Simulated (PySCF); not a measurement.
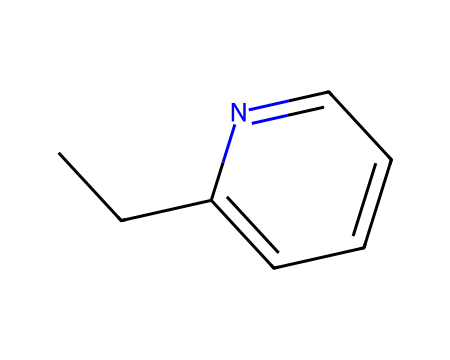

**Transcribe the drawing into SMILES.**

CCc1ccccn1

**What is the molecular formula?**

C7H9N.

**An optimisation with GFN2-xTB gave a structure of which point group?**

C1. Other conformers may differ.

The parts below concern this one geometry. Atoms keep their numbers from picture to picture. The computed structure is the end point of a GFN2-xTB optimisation. No frequency run is at hand to confirm it as a minimum.

Geometry

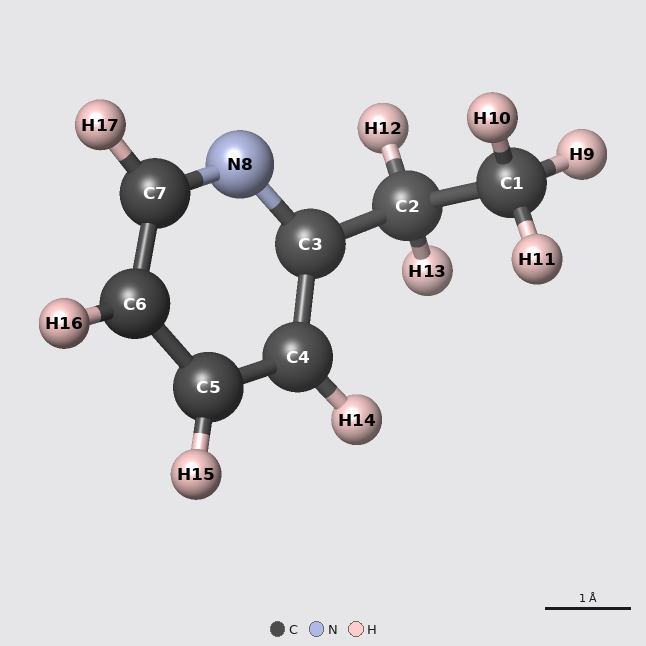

The atoms are numbered. No frequency run is at hand to confirm it as a minimum.

What are the angles C1–C2–H13, C2–C3–N8, C3–C2–H12, C3–C4–C5, C3–C4–H14, C3–N8–C7, C4–C3–N8, C4–C5–H15, C5–C4–H14, C6–C5–H15, C6–C7–H17, N8–C7–H17?

```csv
angle,degrees
C1–C2–H13,109.6
C2–C3–N8,116.7
C3–C2–H12,108.7
C3–C4–C5,118.9
C3–C4–H14,120.1
C3–N8–C7,118.8
C4–C3–N8,122.0
C4–C5–H15,120.6
C5–C4–H14,120.9
C6–C5–H15,120.6
C6–C7–H17,121.1
N8–C7–H17,115.4
```

Dipole moment

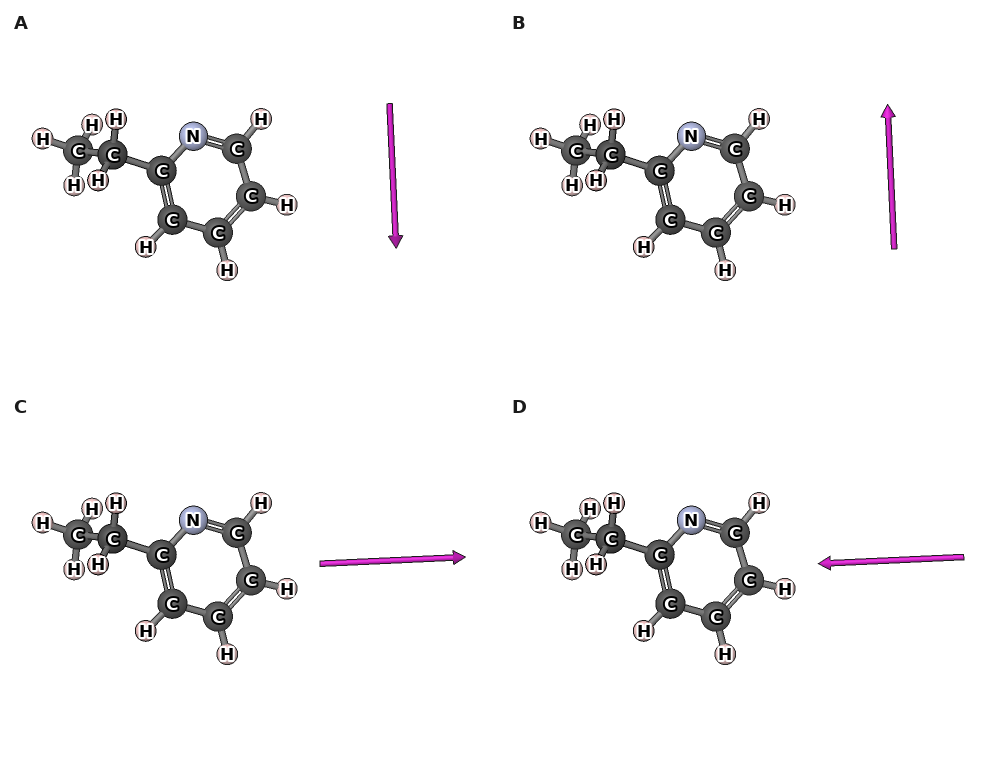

The same molecule four times, each with an arrow. No frequency run is at hand to confirm it as a minimum. Level of theory: PBE0/pcSseg-1, gas phase (PySCF 2.14.0).

**Which arrow points along the dipole moment, from the negative to the positive end?**

A. The dipole moment is 1.85 D.

Bond orders

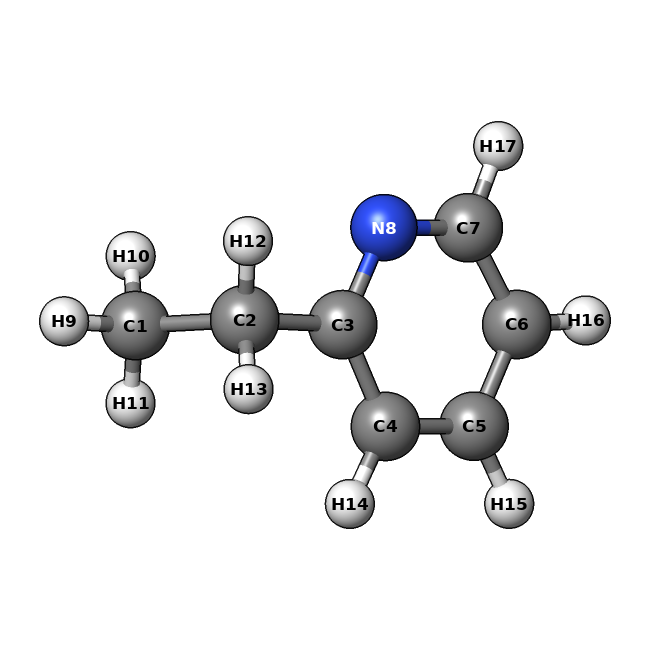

Every bond is drawn as one stick. No frequency run is at hand to confirm it as a minimum. Level of theory: PBE0/pcSseg-1 (PySCF 2.14.0).

List the Mayer bond orders of C1–C2, C2–C3, C3–C4, C3–N8, C4–C5, C5–C6, C6–C7, C7–N8 (bonds between heavy atoms, one of each equivalent set).

```tsv
bond	Mayer order	length (Å)
C1–C2	1.04	1.530
C2–C3	1.04	1.501
C3–C4	1.32	1.393
C3–N8	1.47	1.326
C4–C5	1.45	1.383
C5–C6	1.42	1.387
C6–C7	1.40	1.386
C7–N8	1.49	1.321
```

NMR shielding

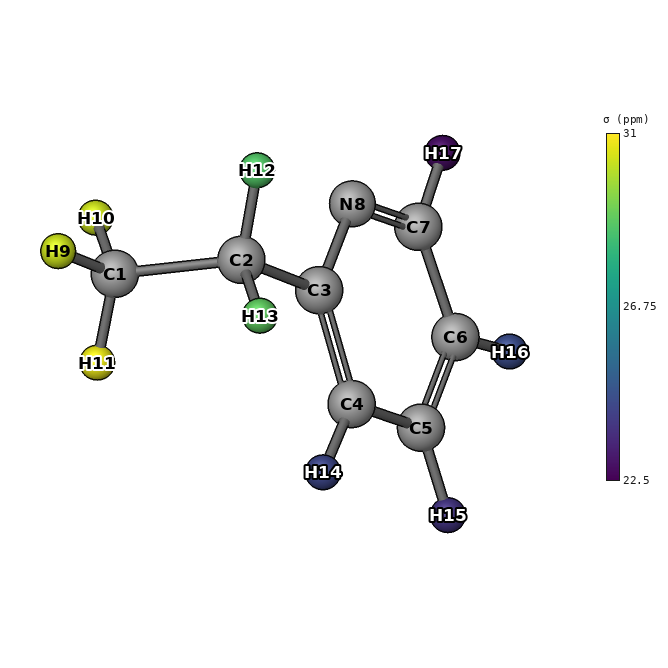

Atoms are coloured by their isotropic NMR shieldings (H only, the others grey). No frequency run is at hand to confirm it as a minimum. Properties computed with GIAO PBE0/pcSseg-1 NMR shielding, non-relativistic, gas phase (PySCF 2.14.0).

Give the isotropic NMR shieldings of the H atoms atom by atom.

```csv
atom,σ (ppm)
H9,30.32
H10,30.31
H11,30.68
H12,28.74
H13,28.92
H14,24.35
H15,23.83
H16,24.49
H17,22.85
```
